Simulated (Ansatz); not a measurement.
# GeH3O (SMILES [O][GeH3]) at 6 levels

Wanted: a comparison of 6 runs (U-r2SCAN/STO-3G, U-r2SCAN0/STO-3G, UHSE06/STO-3G, UPBE/STO-3G, UMP2/STO-3G, UCCSDT/STO-3G) of GeH3O. 

The calculation is run with Ansatz 0.2.0.

80 further runs of the same task are left out: 25 that didn't finish, 55 set aside as unsound or not needed.

### Step 1. The system as given

The species is GeH3O (5 atoms), meant as a doublet with charge 0. SMILES: `[O][GeH3]`. The Ge2–O1 distance was set to 2.243 Å, away from the relaxed value.

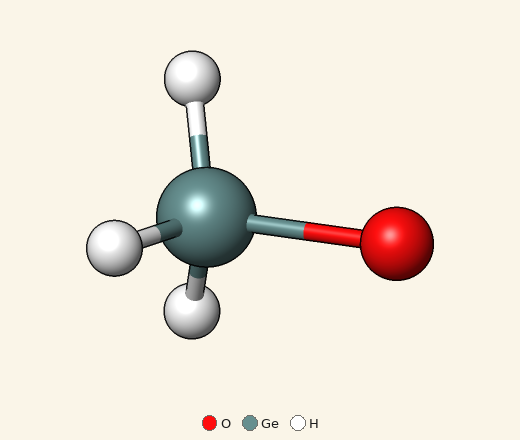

Viewed from a chosen angle; oxygen red, germanium teal, hydrogen white.

### Step 2. A single-point energy at U-r2SCAN/STO-3G (run 1)

run.yaml reads:

```yaml
crystal:
  periodic: [false, false, false]
  atoms:
    - {symbol: O, position_ang: [-1.822914, 0.537314, 0.985830]}
    - {symbol: Ge, position_ang: [0.072300, -0.056300, -0.056900]}
    - {symbol: H, position_ang: [-0.162200, -0.091200, -1.574700]}
    - {symbol: H, position_ang: [0.548000, -1.418100, 0.471500]}
    - {symbol: H, position_ang: [1.035700, 1.073400, 0.341400]}
basis:
  gaussian: {orbitals: STO-3G}
total_charge: 0
magnetization: {spin_polarized: true, initial_magnetization: 1}
hamiltonian: {xc: {name: r2SCAN}}
accuracy: high
```

On the command line:

```bash
$ ansatz run run.yaml --threads 1 --pin off --max-ram 2610MiB --events-out events.jsonl --progress --plain --runs-dir runs
```

The program printed:

```text
Warning: RAYON_NUM_THREADS=1 ignored (pool sized by the plan → 1); use --threads N
Functional definition: r2SCAN
  name "r2SCAN"
  parameter k0 = 0.174
  parameter k1 = 0.065
  parameter a1 = 4.9479
  exchange = r2scan_x(k0 = k0, k1 = k1, a1 = a1)
  correlation = r2scan_c
375 factors; integrals over basis functions are off by at most 2.6e-8 eV
mean field evaluation 1: about -57732.2145 eV, gradient 1.5e2 eV
mean field evaluation 2: about -57501.2353 eV, gradient 5.4e1 eV
mean field evaluation 4: about -57831.6772 eV, gradient 6.6e1 eV
mean field evaluation 8: about -57889.8526 eV, gradient 3.9e1 eV
mean field evaluation 16: about -57932.0692 eV, gradient 9.3e-2 eV
mean field evaluation 32: about -57932.0736 eV, gradient 1.3e-8 eV
mean field -57932.07364311 eV, -2128.9644386145 hartree, gradient 1.3e-8 eV, S^2 0.769269; 2 other end points of the search recorded, 0 dependent functions left out
reference -57932.07364384 eV, -2128.9644386414 hartree; 22, 21 occupied and 4, 5 virtual orbitals, 375 factors
Total energy: -57932.07364384 eV, -2128.9644386414 hartree
```

Wall time 33 s (1 thread of Arm Neoverse V1, shared host); peak memory 0.23 GiB.

### Step 3. The energy at U-r2SCAN0/STO-3G (run 2)

molecule.yaml reads:

```yaml
crystal:
  periodic: [false, false, false]
  atoms:
    - symbol: O
      position_ang: [-1.822914, 0.537314, 0.985830]
    - symbol: Ge
      position_ang: [0.072300, -0.056300, -0.056900]
    - symbol: H
      position_ang: [-0.162200, -0.091200, -1.574700]
    - symbol: H
      position_ang: [0.548000, -1.418100, 0.471500]
    - symbol: H
      position_ang: [1.035700, 1.073400, 0.341400]
basis:
  gaussian:
    orbitals: STO-3G
magnetization:
  spin_polarized: true
  initial_magnetization: 1
hamiltonian:
  xc: {name: r2SCAN0}
accuracy: high
```

On the command line:

```bash
$ ansatz run molecule.yaml --threads 1 --pin off --max-ram 2610MiB --events-out events.jsonl --progress --plain --runs-dir runs
```

The program printed:

```text
Warning: RAYON_NUM_THREADS=1 ignored (pool sized by the plan → 1); use --threads N
Functional definition: r2SCAN0
  name "r2SCAN0"
  parameter a = 0.25
[... 3 set-up lines as earlier in the session ...]
  exchange = (1 - a)*r2scan_x(k0 = k0, k1 = k1, a1 = a1) + a*exact_x
[... 1 set-up line as earlier in the session ...]
375 factors; integrals over basis functions are off by at most 2.6e-8 eV
mean field evaluation 1: about -57899.6303 eV, gradient 5.1e1 eV
mean field evaluation 2: about -57740.5084 eV, gradient 5.4e1 eV
mean field evaluation 4: about -57901.5672 eV, gradient 3.6e1 eV
mean field evaluation 8: about -57901.5365 eV, gradient 3.6e1 eV
mean field evaluation 16: about -57933.1141 eV, gradient 7.5e-3 eV
mean field evaluation 32: about -57933.1190 eV, gradient 1.7e-1 eV
mean field -57933.12027636 eV, -2129.0029016768 hartree, gradient 1.3e-8 eV, S^2 0.794594; 2 other end points of the search recorded, 0 dependent functions left out
reference -57933.12027692 eV, -2129.0029016975 hartree; 22, 21 occupied and 4, 5 virtual orbitals, 375 factors
Total energy: -57933.12027692 eV, -2129.0029016975 hartree
```

Run time: 35 s. Hardware: 1 thread of Arm Neoverse V1, shared host; peak memory 0.23 GiB.

Runs 3 to 5 aren't shown in full; the table further down has their settings and results.

### Step 4. The energy at UCCSDT/STO-3G (run 6)

in.yaml reads:

```yaml
crystal:
  periodic: [false, false, false]
  atoms:
    - {symbol: O, position_ang: [-1.822914, 0.537314, 0.985830]}
    - {symbol: Ge, position_ang: [0.072300, -0.056300, -0.056900]}
    - {symbol: H, position_ang: [-0.162200, -0.091200, -1.574700]}
    - {symbol: H, position_ang: [0.548000, -1.418100, 0.471500]}
    - {symbol: H, position_ang: [1.035700, 1.073400, 0.341400]}
basis:
  gaussian:
    orbitals: STO-3G
magnetization:
  spin_polarized: true
  initial_magnetization: 1
scf:
  omitted_lower_state_checks: [cluster_reference, increment]
correlation:
  method: ccsdt
  frozen_orbitals: {Ge: 9, H: 0, O: 1}
accuracy: high
```

On the command line:

```bash
$ ansatz run in.yaml --threads 1 --pin off --max-ram 2610MiB --events-out events.jsonl --progress --plain --runs-dir runs
```

The program printed:

```text
Warning: RAYON_NUM_THREADS=1 ignored (pool sized by the plan → 1); use --threads N
[... 17 lines left out ...]
10 core orbitals not correlated: weight in the atoms' cores, before any rotation towards them, 1.000 or more for the frozen orbitals, at most 0.000 for the correlated occupied ones
[... 60 lines left out ...]
Total energy: -57888.59898864 eV, -2127.3667745308 hartree
Checks for a lower state left out: cluster_reference, increment
```

Run time: 4.2 s. Hardware: 1 thread of Arm Neoverse V1, shared host; peak memory 0.097 GiB.

### Step 5. Overview of the runs

```tsv
run	level	frozen core orbitals	energy (Eh)	⟨S²⟩	wall time
1	U-r2SCAN/STO-3G	–	-2128.964439	0.769	33 s
2	U-r2SCAN0/STO-3G	–	-2129.002902	0.795	35 s
3	UHSE06/STO-3G	–	-2128.625018	0.776	15 s
4	UPBE/STO-3G	–	-2128.447943	0.761	14 s
5	UMP2/STO-3G	10	-2127.320973	1.172	1.2 s
6	UCCSDT/STO-3G	10	-2127.366775	1.172	4.2 s
```

### Step 6. Outcome

| quantity | value |
| --- | --- |
| run 6: total energy | -2127.36677 Eh |
| run 6: correlation energy (10 core orbitals frozen) | -90.0 mEh |
| run 6: ⟨S²⟩ of the reference determinant | 1.172 |
| run 6: T1 diagnostic | 0.042 |

In words: Totals of different functionals can't be ranked against each other. In runs 1, 2, 3, 4, 5, 6 the basis is minimal, so the values are rough. Spin contamination of the reference: run 5 ⟨S²⟩ = 1.17, run 6 ⟨S²⟩ = 1.17. All runs together took 1.7 min, the longest 35 s.
